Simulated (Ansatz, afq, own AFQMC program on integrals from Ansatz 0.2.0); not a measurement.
# AlBH (doublet): quantum Monte Carlo beside coupled cluster, cc-pVDZ, part 2 of 2

Ansatz 0.2.0, Gaussian basis, and an in-house AFQMC program (afq) on its integrals; all values are calculated; cc-pVDZ, frozen cores. The steps go on from the part before.

## Step 13: Free-projection AFQMC, CISD trial on ROHF

It reads the integrals that the CCSD(T) run on this determinant wrote.

On the command line:

```
> afq ham --method free --trial cisd --walkers 4000 --time-step 0.03 --max-blocks 4000 --target-error 0.00032 --factor-cut 1e-05 --seed 935 --times 0,0.3,0.6,1.2,1.8,2.4,3.6,4.8,6 --taylor-order 8
```

Log:

```text
orbitals 31  electrons 4 3  factors 222 of 359
reference energy -267.06254680 Eh
CCSD correlation -0.13935392 Eh in 16 cycles, weight of the determinant in the CISD state 0.8727
repeat  energy at the last time / Eh  error
    10  -267.207103  0.000127
    20  -267.207075  0.000086
    30  -267.207080  0.000068
time / (1/Eh)  energy / Eh  error  mean overlap
  0.00  -267.201900  0.000016  1.1457
  0.30  -267.203864  0.000020  1.1459
  0.60  -267.204944  0.000025  1.1463
  1.20  -267.205950  0.000028  1.1491
  1.80  -267.206421  0.000030  1.1524
  2.40  -267.206610  0.000031  1.1543
  3.60  -267.206806  0.000049  1.1615
  4.80  -267.206987  0.000050  1.1683
  6.00  -267.207083  0.000066  1.1693
energy -267.207083 +/- 0.000066 Eh
```

Run time: 28 s. Hardware: 1 × NVIDIA H100 80GB HBM3 with 2 threads of AMD EPYC 7R13 (Zen 3), shared host; peak host memory 1.6 GiB.

Energy -7271.0751 ± 0.0018 eV. The run doesn't count as converged. Caveats: remainder of the start not in the error; start not forgotten.

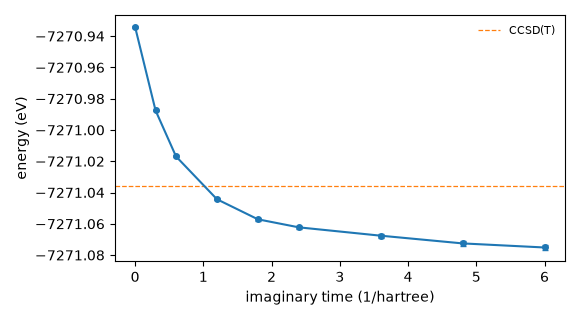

Energy against projection time, with error bars.

## Step 14: CCSD(T) on UHF

in.yaml reads:

```yaml
crystal:
  periodic: [false, false, false]
  atoms:
    - {symbol: B, position_ang: [0.000000, -0.091982, 0.314337]}
    - {symbol: Al, position_ang: [0.000000, -0.033351, -1.805038]}
    - {symbol: H, position_ang: [0.000000, 0.125333, 1.490702]}
basis:
  gaussian: {orbitals: cc-pVDZ}
magnetization: {spin_polarized: true, initial_magnetization: 1}
correlation: {method: ccsd_t, electrons: outside_noble_gas, hamiltonian_folder: ham}
```

On the command line:

```
> ansatz run in.yaml --threads 1 --pin off --events-out ev --progress --plain --max-ram 24576MiB --backend cuda --devices 0, --max-vram 18GiB
```

Log, cut to the lines that bear on the results:

```text
Functional definition: HF
  name "HF"
  cite "Fock, Z. Phys. 61, 126 (1930) doi:10.1007/BF01340294"
  parent pbe
[...]
359 factors; integrals over basis functions are off by at most 7.2e-4 eV
[...]
mean field -7267.34696712 eV, -267.0700750571 hartree, gradient 3.6e-6 eV, S^2 1.275523; 35 other end points of the search recorded, 0 dependent functions left out
[...]
6 core orbitals not correlated: weight in the atoms' cores, before any rotation towards them, 1.000 or more for the frozen orbitals, at most 0.000 for the correlated occupied ones
reference -7267.24522909 eV, -267.0663362532 hartree; 4, 3 occupied and 27, 28 virtual orbitals, 359 factors
second order -2.68659920 eV of doubles, -0.00000000 eV of singles
cycle   1  -3.69058266 eV  change    1.9e-6 eV  update   1.6e-6
perturbative correction -0.09981317 eV, -0.0036680665 hartree
Total energy: -7271.03562492 eV, -267.2056307310 hartree
```

Run time: 21 s. Hardware: 1 × NVIDIA H100 80GB HBM3 with 1 thread of AMD EPYC 7R13 (Zen 3), shared host; peak host memory 1.6 GiB.

From the report: ⟨S²⟩ of the determinant 0.854 (pure doublet: 0.75); correlation -3.7904 eV; T1 0.046; largest double amplitude 0.09.

This run also writes the integrals to the folder ham.

## Step 15: CCSDT(Q) on UHF

in.yaml: that of step 14 with these lines changed.

```diff
@@ -9,2 +9,2 @@
 magnetization: {spin_polarized: true, initial_magnetization: 1}
-correlation: {method: ccsd_t, electrons: outside_noble_gas, hamiltonian_folder: ham}
+correlation: {method: ccsdt_q, electrons: outside_noble_gas}
```

Launched as before.

Log, cut to the lines that bear on the results:

```text
Functional definition: HF
  name "HF"
  cite "Fock, Z. Phys. 61, 126 (1930) doi:10.1007/BF01340294"
  parent pbe
[...]
658 factors; integrals over basis functions are off by at most 1.9e-7 eV
[...]
mean field -7267.34698353 eV, -267.0700756600 hartree, gradient 3.4e-6 eV, S^2 1.275529; 34 other end points of the search recorded, 0 dependent functions left out
[...]
reference -7267.24524264 eV, -267.0663367513 hartree; 4, 3 occupied and 27, 28 virtual orbitals, 658 factors
second order -2.68661837 eV of doubles, -0.00000000 eV of singles
cycle   1  -3.30883180 eV  change   -6.2e-1 eV  update   8.6e-2
[...]
cycle  25  -3.82372808 eV  change   -5.3e-7 eV  update   7.8e-7
perturbative correction -0.00540252 eV, -0.0001985388 hartree
Total energy: -7271.07437324 eV, -267.2070547052 hartree
```

It took 24 s on 1 × NVIDIA H100 80GB HBM3 with 1 thread of AMD EPYC 7R13 (Zen 3), shared host; peak host memory 1.6 GiB.

From the report: ⟨S²⟩ of the determinant 0.854 (pure doublet: 0.75); correlation -3.8291 eV; T1 0.048; largest double amplitude 0.10.

## Step 16: CCSDTQ on UHF

in.yaml: that of step 15 with these lines changed.

```diff
@@ -9,2 +9,2 @@
 magnetization: {spin_polarized: true, initial_magnetization: 1}
-correlation: {method: ccsdt_q, electrons: outside_noble_gas}
+correlation: {method: ccsdtq, electrons: outside_noble_gas}
```

The command is unchanged.

Log, cut to the lines that bear on the results:

```text
Functional definition: HF
  name "HF"
  cite "Fock, Z. Phys. 61, 126 (1930) doi:10.1007/BF01340294"
  parent pbe
[...]
658 factors; integrals over basis functions are off by at most 1.9e-7 eV
[...]
mean field -7267.34698353 eV, -267.0700756600 hartree, gradient 3.4e-6 eV, S^2 1.275529; 34 other end points of the search recorded, 0 dependent functions left out
[...]
6 core orbitals not correlated: weight in the atoms' cores, before any rotation towards them, 1.000 or more for the frozen orbitals, at most 0.000 for the correlated occupied ones
reference -7267.24524264 eV, -267.0663367513 hartree; 4, 3 occupied and 27, 28 virtual orbitals, 658 factors
second order -2.68661837 eV of doubles, -0.00000000 eV of singles
cycle   1  -3.30883180 eV  change   -6.2e-1 eV  update   8.6e-2
[...]
cycle  26  -3.83035340 eV  change   -3.5e-7 eV  update   6.4e-7
Total energy: -7271.07559604 eV, -267.2070996424 hartree
```

It took 37 s on 1 × NVIDIA H100 80GB HBM3 with 1 thread of AMD EPYC 7R13 (Zen 3), shared host; peak host memory 1.6 GiB.

From the report: ⟨S²⟩ of the determinant 0.854 (pure doublet: 0.75); correlation -3.8304 eV; T1 0.048; largest double amplitude 0.10.

## Step 17: CCSD(T) on UHF

in.yaml: that of step 16 with these lines changed.

```diff
@@ -7,4 +7,4 @@
 basis:
-  gaussian: {orbitals: cc-pVDZ}
+  gaussian: {orbitals: def2-TZVPP}
 magnetization: {spin_polarized: true, initial_magnetization: 1}
-correlation: {method: ccsdtq, electrons: outside_noble_gas}
+correlation: {method: ccsd_t, electrons: outside_noble_gas}
```

Same command.

Log, cut to the lines that bear on the results:

```text
Functional definition: HF
  name "HF"
  cite "Fock, Z. Phys. 61, 126 (1930) doi:10.1007/BF01340294"
  parent pbe
[...]
527 factors; integrals over basis functions are off by at most 1.2e-3 eV
[...]
mean field -7267.60178685 eV, -267.0794395095 hartree, gradient 2.8e-8 eV, S^2 1.296158; 34 other end points of the search recorded, 0 dependent functions left out
[...]
6 core orbitals not correlated: weight in the atoms' cores, before any rotation towards them, 1.000 or more for the frozen orbitals, at most 0.000 for the correlated occupied ones
reference -7267.49354981 eV, -267.0754618716 hartree; 4, 3 occupied and 77, 78 virtual orbitals, 527 factors
second order -3.26017646 eV of doubles, -0.00000000 eV of singles
cycle   1  -4.21097749 eV  change    1.0e-6 eV  update   5.8e-6
perturbative correction -0.14639256 eV, -0.0053798272 hartree
Total energy: -7271.85091986 eV, -267.2355922673 hartree
```

Run time: 31 s. Hardware: 1 × NVIDIA H100 80GB HBM3 with 1 thread of AMD EPYC 7R13 (Zen 3), shared host; peak host memory 1.6 GiB.

From the report: ⟨S²⟩ of the determinant 0.868 (pure doublet: 0.75); correlation -4.3574 eV; T1 0.049; largest double amplitude 0.08.

## Step 18: CCSD(T) on UHF

in.yaml: that of step 17 with these lines changed.

```diff
@@ -7,3 +7,3 @@
 basis:
-  gaussian: {orbitals: def2-TZVPP}
+  gaussian: {orbitals: "def2-QZVPP.json"}
 magnetization: {spin_polarized: true, initial_magnetization: 1}
```

The command is unchanged.

Log, cut to the lines that bear on the results:

```text
Functional definition: HF
  name "HF"
  cite "Fock, Z. Phys. 61, 126 (1930) doi:10.1007/BF01340294"
  parent pbe
[...]
932 factors; integrals over basis functions are off by at most 9.5e-4 eV
[...]
mean field -7267.80498297 eV, -267.0869068289 hartree, gradient 1.9e-8 eV, S^2 1.302800; 31 other end points of the search recorded, 0 dependent functions left out
[...]
6 core orbitals not correlated: weight in the atoms' cores, before any rotation towards them, 1.000 or more for the frozen orbitals, at most 0.000 for the correlated occupied ones
reference -7267.69391076 eV, -267.0828250007 hartree; 4, 3 occupied and 147, 148 virtual orbitals, 932 factors
second order -3.49402826 eV of doubles, -0.00000000 eV of singles
cycle   1  -4.37503746 eV  change   -2.5e-7 eV  update   4.8e-6
perturbative correction -0.16128989 eV, -0.0059272941 hartree
Total energy: -7272.23023811 eV, -267.2495319559 hartree
```

Run time: 50 s. Hardware: 1 × NVIDIA H100 80GB HBM3 with 1 thread of AMD EPYC 7R13 (Zen 3), shared host; peak host memory 1.6 GiB.

From the report: ⟨S²⟩ of the determinant 0.872 (pure doublet: 0.75); correlation -4.5363 eV; T1 0.050; largest double amplitude 0.07.

## Step 19: Phaseless AFQMC, CISD trial on UHF

It reads the integrals that the CCSD(T) run on this determinant wrote.

On the command line:

```
> afq ham --method phaseless --trial cisd --walkers 4000 --populations 20 --least-time 60 --time-step 0.005 --steps-per-block 50 --equilibration-blocks 28 --max-blocks 4000 --target-error 0.00016 --factor-cut 1e-05 --start spin_pure --seed 7849 --release-times 0.24,0.51,0.99,1.62,2.4 --release-step 0.03 --release-every 3 --taylor-order 6
```

Log:

```text
orbitals 31  electrons 4 3  factors 222 of 359
reference energy -267.06633625 Eh
CCSD correlation -0.13562624 Eh in 16 cycles, weight of the determinant in the CISD state 0.8529
energy of the start -267.198605 Eh
 block  time / (1/Eh)  mean weight  energy / Eh
     1     0.250  0.9999  -267.198634
     2     0.500  0.9999  -267.199515
     3     0.750  0.9997  -267.200582
     4     1.000  0.9999  -267.201459
     5     1.250  0.9999  -267.202288
     6     1.500  0.9998  -267.202968
     7     1.750  0.9999  -267.203450
     8     2.000  0.9998  -267.204049
     9     2.250  1.0000  -267.204566
    10     2.500  1.0000  -267.204812
    11     2.750  0.9999  -267.204969
    12     3.000  0.9999  -267.205239
    13     3.250  1.0002  -267.205516
    14     3.500  1.0000  -267.205617
    15     3.750  0.9999  -267.205713
    16     4.000  0.9997  -267.206046
    17     4.250  0.9999  -267.206078
    18     4.500  1.0001  -267.206341
    19     4.750  0.9998  -267.206320
    20     5.000  1.0000  -267.206263
    21     5.250  1.0001  -267.206502
    22     5.500  0.9998  -267.206385
    23     5.750  1.0002  -267.206270
    24     6.000  0.9998  -267.206141
    25     6.250  0.9999  -267.206279
    26     6.500  1.0001  -267.206035
    27     6.750  1.0002  -267.205896
    28     7.000  0.9999  -267.206129
    29     7.250  1.0000  -267.205821
    30     7.500  1.0000  -267.206108
    31     7.750  1.0003  -267.206446
    32     8.000  0.9998  -267.206386
    33     8.250  1.0002  -267.206405
    34     8.500  1.0000  -267.206187
    35     8.750  0.9999  -267.206244
    36     9.000  1.0001  -267.206556
    37     9.250  0.9999  -267.206414
    38     9.500  1.0002  -267.206406
    39     9.750  1.0001  -267.205911
    40    10.000  1.0000  -267.206224
    41    10.250  1.0000  -267.206137
    42    10.500  1.0001  -267.206254
    43    10.750  1.0000  -267.206101
    44    11.000  1.0001  -267.206337
    45    11.250  0.9999  -267.206207
    46    11.500  1.0000  -267.206346
    47    11.750  1.0001  -267.206188
    48    12.000  0.9999  -267.206521
    49    12.250  1.0000  -267.206512
    50    12.500  1.0000  -267.206419
    51    12.750  1.0001  -267.206155
    52    13.000  1.0000  -267.206344
    53    13.250  0.9998  -267.206455
    54    13.500  0.9999  -267.206735
    55    13.750  1.0000  -267.207014
    56    14.000  1.0002  -267.207480
    57    14.250  1.0000  -267.206566
    58    14.500  1.0001  -267.206430
    59    14.750  0.9999  -267.206577
    60    15.000  0.9999  -267.206298
    61    15.250  1.0002  -267.205814
    62    15.500  0.9999  -267.205631
    63    15.750  1.0001  -267.205988
    64    16.000  1.0000  -267.206007
    65    16.250  1.0000  -267.206341
    66    16.500  1.0000  -267.206291
    67    16.750  0.9998  -267.206431
    68    17.000  0.9999  -267.205811
    69    17.250  1.0002  -267.206226
    70    17.500  1.0000  -267.206662
    71    17.750  1.0001  -267.206299
    72    18.000  1.0000  -267.206124
    73    18.250  1.0002  -267.206691
    74    18.500  1.0000  -267.206938
    75    18.750  1.0001  -267.206463
    76    19.000  1.0001  -267.206254
    77    19.250  1.0002  -267.206139
    78    19.500  1.0000  -267.205789
error from the spread of 20 populations
released: time / (1/Eh)  energy / Eh  error  mean overlap
  0.24  -267.206524  0.000080  0.9991
  0.51  -267.206684  0.000086  0.9998
  0.99  -267.206780  0.000085  0.9992
  1.62  -267.206936  0.000092  1.0004
  2.40  -267.207069  0.000084  0.9930
energy -267.206322 +/- 0.000101 Eh
```

Run time: 28 s. Hardware: 1 × NVIDIA H100 80GB HBM3 with 2 threads of AMD EPYC 7R13 (Zen 3), shared host; peak host memory 1.6 GiB.

Energy -7271.0544 ± 0.0028 eV. Caveats: constraint bias not in the error.

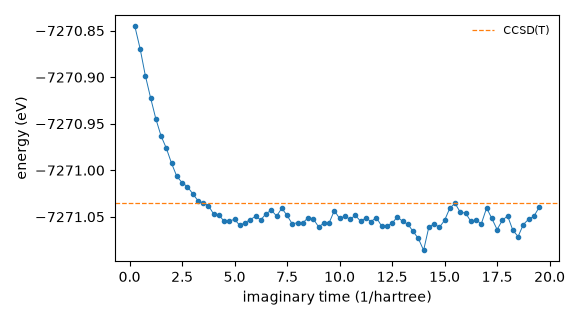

Block energies along the walk.

## Step 20: Phaseless AFQMC, single-determinant trial on UHF

It reads the integrals that the CCSD(T) run on this determinant wrote.

On the command line:

```
> afq ham --method phaseless --trial hf --walkers 4000 --populations 20 --least-time 40 --time-step 0.005 --steps-per-block 20 --equilibration-blocks 112 --max-blocks 4000 --target-error 0.0008 --factor-cut 1e-05 --start spin_pure --seed 4635 --taylor-order 6
```

Log:

```text
orbitals 31  electrons 4 3  factors 222 of 359
reference energy -267.06633625 Eh
CCSD correlation -0.13562624 Eh in 16 cycles, weight of the determinant in the CISD state 0.8529
energy of the start -267.067861 Eh
 block  time / (1/Eh)  mean weight  energy / Eh
     1     0.100  1.0005  -267.086169
     2     0.200  1.0007  -267.101460
     3     0.300  1.0006  -267.113788
     4     0.400  1.0005  -267.125177
     5     0.500  1.0007  -267.134911
     6     0.600  1.0004  -267.142249
     7     0.700  1.0006  -267.148994
     8     0.800  1.0004  -267.154618
     9     0.900  1.0002  -267.159731
    10     1.000  1.0002  -267.163187
    11     1.100  1.0003  -267.166918
    16     1.600  0.9999  -267.183999
    21     2.100  0.9999  -267.192624
    26     2.600  0.9998  -267.195364
    31     3.100  1.0000  -267.198244
    36     3.600  1.0001  -267.201280
    41     4.100  1.0000  -267.202135
    46     4.600  1.0000  -267.203151
    51     5.100  1.0000  -267.204888
    56     5.600  0.9999  -267.203490
    61     6.100  0.9998  -267.204245
    66     6.600  0.9999  -267.207025
    71     7.100  0.9999  -267.208332
    76     7.600  1.0003  -267.208589
    81     8.100  1.0001  -267.210378
    86     8.600  1.0000  -267.205155
    91     9.100  1.0001  -267.202252
    96     9.600  0.9997  -267.203731
   101    10.100  1.0001  -267.204283
   106    10.600  0.9999  -267.207632
   111    11.100  0.9999  -267.204064
   116    11.600  1.0000  -267.205648
   121    12.100  0.9999  -267.205557
   126    12.600  0.9999  -267.205594
   131    13.100  1.0003  -267.205214
   136    13.600  1.0001  -267.204927
   141    14.100  1.0001  -267.206653
   146    14.600  1.0002  -267.205333
   151    15.100  0.9999  -267.205127
   156    15.600  0.9999  -267.206049
   161    16.100  0.9999  -267.208041
   166    16.600  1.0000  -267.208680
   171    17.100  0.9999  -267.204516
   176    17.600  1.0002  -267.202816
   181    18.100  1.0000  -267.204415
   186    18.600  1.0002  -267.205424
   191    19.100  0.9998  -267.207659
   196    19.600  1.0001  -267.211153
   201    20.100  0.9998  -267.205031
   206    20.600  1.0000  -267.207158
   211    21.100  1.0001  -267.205752
   216    21.600  1.0000  -267.204772
   221    22.100  1.0000  -267.200385
   226    22.600  1.0003  -267.200598
   231    23.100  0.9999  -267.203651
error from the spread of 20 populations
energy -267.205518 +/- 0.000737 Eh
```

Wall time 20 s (1 × NVIDIA H100 80GB HBM3 with 2 threads of AMD EPYC 7R13 (Zen 3), shared host); peak host memory 1.6 GiB.

Energy -7271.0326 ± 0.0201 eV. Caveats: constraint bias not in the error.

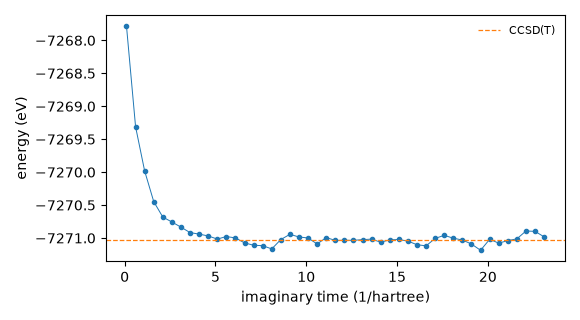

Block energies along the walk.

## Step 21: Free-projection AFQMC, CISD trial on UHF

It reads the integrals that the CCSD(T) run on this determinant wrote.

On the command line:

```
> afq ham --method free --trial cisd --walkers 4000 --time-step 0.03 --max-blocks 4000 --target-error 0.00032 --factor-cut 1e-05 --seed 935 --times 0,0.3,0.6,1.2,1.8,2.4,3.6,4.8,6 --taylor-order 8
```

Log:

```text
orbitals 31  electrons 4 3  factors 222 of 359
reference energy -267.06633625 Eh
CCSD correlation -0.13562624 Eh in 16 cycles, weight of the determinant in the CISD state 0.8529
repeat  energy at the last time / Eh  error
    10  -267.207085  0.000153
    20  -267.207041  0.000109
    30  -267.207037  0.000083
time / (1/Eh)  energy / Eh  error  mean overlap
  0.00  -267.201956  0.000019  1.1724
  0.30  -267.203873  0.000022  1.1723
  0.60  -267.204920  0.000026  1.1729
  1.20  -267.205978  0.000033  1.1727
  1.80  -267.206442  0.000030  1.1735
  2.40  -267.206601  0.000042  1.1769
  3.60  -267.206800  0.000064  1.1838
  4.80  -267.206976  0.000065  1.1908
  6.00  -267.207053  0.000082  1.1969
energy -267.207053 +/- 0.000082 Eh
```

Wall time 22 s (1 × NVIDIA H100 80GB HBM3 with 2 threads of AMD EPYC 7R13 (Zen 3), shared host); peak host memory 1.6 GiB.

Energy -7271.0743 ± 0.0022 eV. The run doesn't count as converged. Caveats: remainder of the start not in the error; start not forgotten; start is not spin pure.

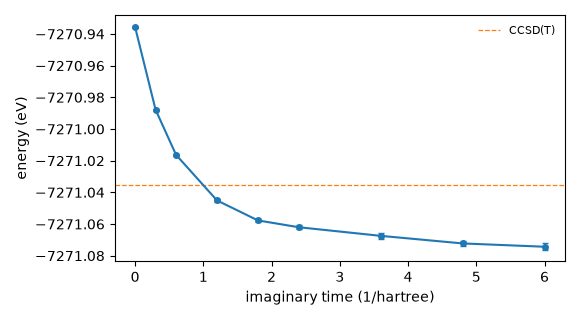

Energy against projection time, with error bars.

## Step 22: AFQMC on the ladder

On the ROHF determinant, counted from CCSDTQ (a yardstick, not exact):

```
                                                              level  energy (eV)  from CCSDTQ (kcal/mol)  statistical error (kcal/mol)  time
                                                                 HF   -7267.1421                  +90.71                                    
                                                                MP2   -7269.9871                  +25.10                                    
                                                               CCSD   -7270.9341                   +3.26                                    
                                                            CCSD(T)   -7271.0358                   +0.91                                    
                                                           CCSDT(Q)   -7271.0742                   +0.03                                    
                                                             CCSDTQ   -7271.0755                    0.00                                    
              Phaseless AFQMC, CISD trial, step 0.005, 4000 walkers   -7271.0581                   +0.40                          0.07  33 s
Phaseless AFQMC, single-determinant trial, step 0.005, 4000 walkers   -7271.0380                   +0.86                          0.50  23 s
```

On the UHF determinant, counted from CCSDTQ (a yardstick, not exact):

```
                                                              level  energy (eV)  from CCSDTQ (kcal/mol)  statistical error (kcal/mol)  time
                                                                 HF   -7267.2452                  +88.33                                    
                                                                MP2   -7269.9318                  +26.38                                    
                                                               CCSD   -7270.9358                   +3.22                                    
                                                            CCSD(T)   -7271.0356                   +0.92                                    
                                                           CCSDT(Q)   -7271.0744                   +0.03                                    
                                                             CCSDTQ   -7271.0756                    0.00                                    
              Phaseless AFQMC, CISD trial, step 0.005, 4000 walkers   -7271.0544                   +0.49                          0.06  28 s
Phaseless AFQMC, single-determinant trial, step 0.005, 4000 walkers   -7271.0326                   +0.99                          0.46  20 s
```

The functionals' totals stand on their own zeros and serve differences with other points: PBE -7280.395 eV; r2SCAN -7284.077 eV; PBE0 -7281.232 eV; B3LYP -7286.095 eV; wB97M-V -7284.541 eV; B2PLYP -7281.238 eV.

## Step 23: Summary of results

The summary covers parts 1 to 2.

| quantity | value |
| --- | --- |
| CCSD(T) on ROHF from CCSDTQ | +0.91 kcal/mol |
| Phaseless AFQMC, CISD trial on ROHF from CCSDTQ | +0.40 ± 0.07 kcal/mol |
| Phaseless AFQMC, single-determinant trial on ROHF from CCSDTQ | +0.86 ± 0.50 kcal/mol |
| CCSD(T) on UHF from CCSDTQ | +0.92 kcal/mol |
| Phaseless AFQMC, CISD trial on UHF from CCSDTQ | +0.49 ± 0.06 kcal/mol |
| Phaseless AFQMC, single-determinant trial on UHF from CCSDTQ | +0.99 ± 0.46 kcal/mol |

What this shows: On ROHF the phaseless walk with the CISD trial lies +0.40 kcal/mol from CCSDTQ, 6 times its error bar. On UHF the phaseless walk with the CISD trial lies +0.49 kcal/mol from CCSDTQ, 8 times its error bar. Error bars are statistical and leave out the constraint, the time step and what remains of the start.
